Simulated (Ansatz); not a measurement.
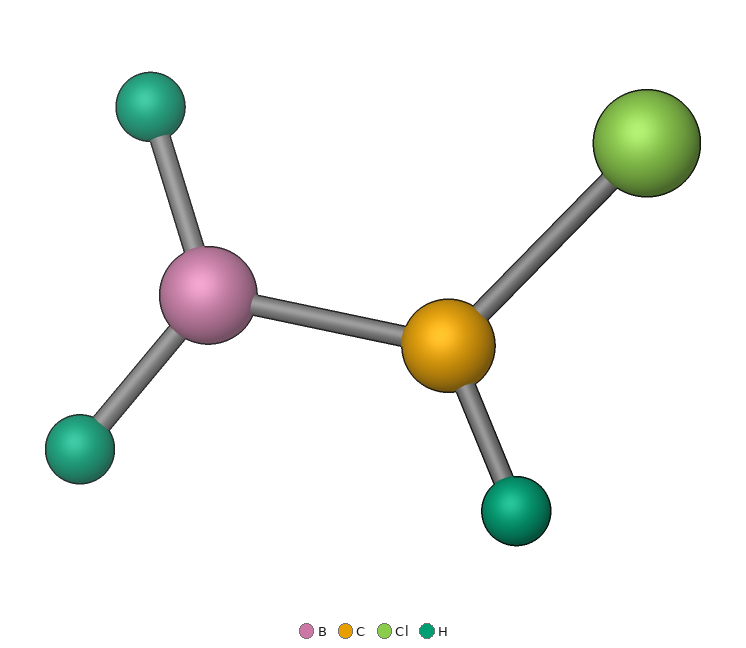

The picture shows a molecular structure as a ball-and-stick model.

The species is neutral and a spin doublet. The geometry was computed by an optimisation with PBE0-D4/def2-TZVP. No frequency run is at hand to confirm it as a minimum.

Description:

It has 6 atoms: 1 carbon, 3 hydrogen, 1 boron and 1 chlorine (CH₃BCl). Its SMILES string is `B[CH]Cl`. It has no ring. Among its groups: C–Cl bond, B–H bond. The point group is Cs. It is an open-shell species. All atoms lie on one plane. Coordination: 1 B trigonal planar; 1 C trigonal planar.

The parts below concern this one geometry. Atoms keep their numbers from picture to picture.

### Shape

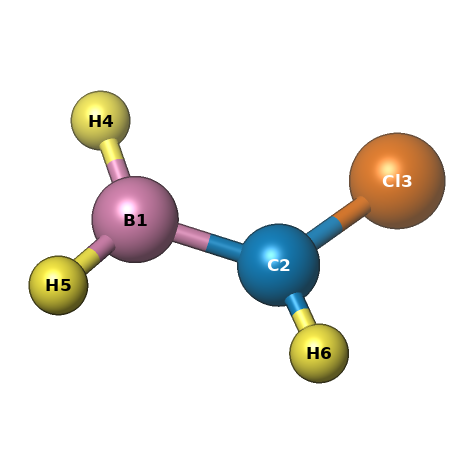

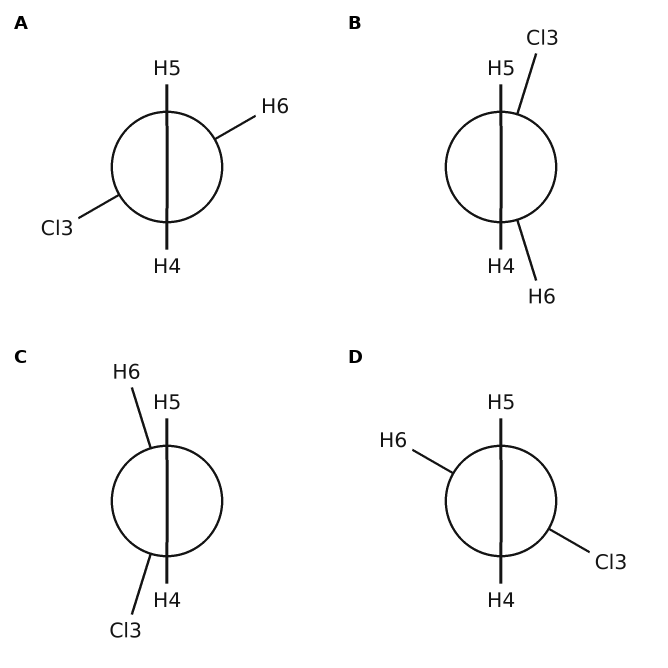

Depth is shown by fading: the farther an atom, the more it takes the colour of the background. Bonds that would overlap in a projection are set slightly apart. No frequency run is at hand to confirm it as a minimum.

**Which Newman projection shows the view along B1–C2, with B1 in front?**

C. The torsion angle H4–B1–C2–Cl3 is 0°, synperiplanar (eclipsed).

### Electronic properties

No frequency run is at hand to confirm it as a minimum. Properties computed with UHF-CCSD(T), frozen core/def2-TZVPP (Ansatz 0.2.0).

Computed properties:

- ⟨S²⟩ of the determinant: 0.762
- T1 diagnostic: 0.020

### Dipole moment

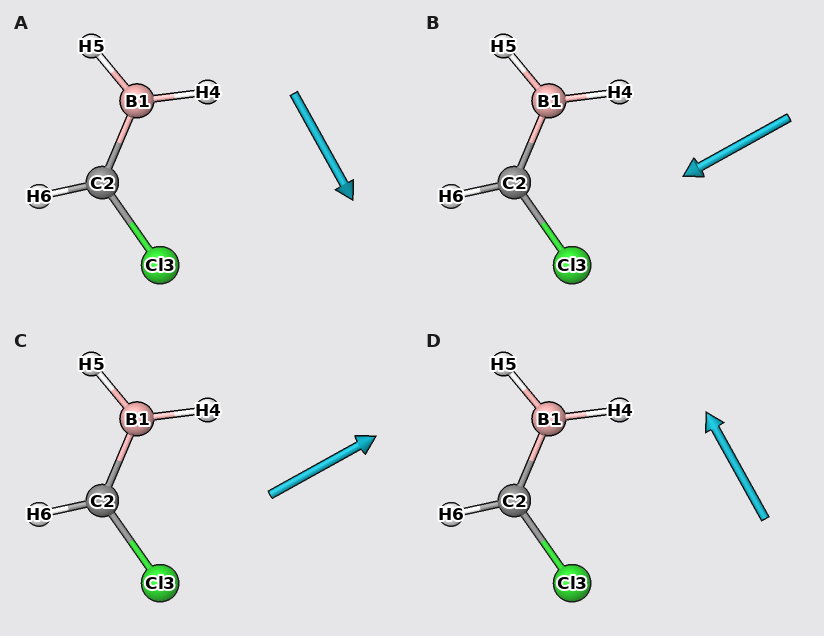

The same molecule four times, each with an arrow. No frequency run is at hand to confirm it as a minimum. Method: UKS PBE0-D4/def2-TZVP (Ansatz 0.2.0).

**Which arrow points along the dipole moment, from the negative to the positive end?**

B. The dipole moment is 1.01 D; it points from the side of H4 to the side of H6 (the outermost atoms at the two ends).

### Charges

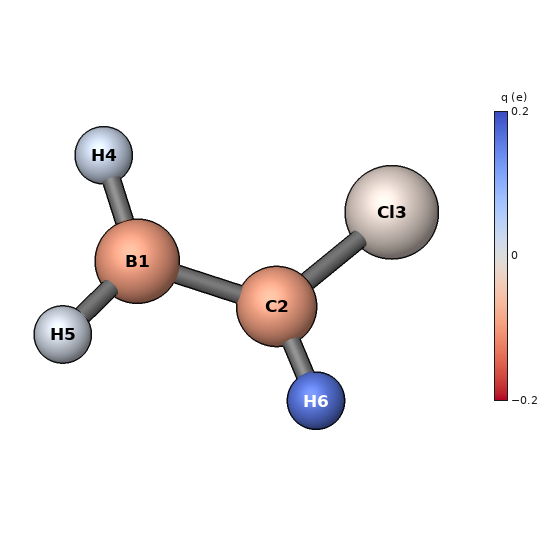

Atoms are coloured by their Mulliken charges. No frequency run is at hand to confirm it as a minimum. Method: UKS PBE0-D4/def2-TZVP (Ansatz 0.2.0).

**Which atom carries the highest charge (most positive or least negative)?**

H6 (0.16 e).

**And the lowest?**

B1, C2 (−0.09 e).

List the Mulliken charges.

```csv
atom,value (e)
B1,−0.09
C2,−0.09
Cl3,−0.01
H4,0.02
H5,0.02
H6,0.16
```

Mulliken values depend strongly on the basis set and can even reverse the polarity of a bond.
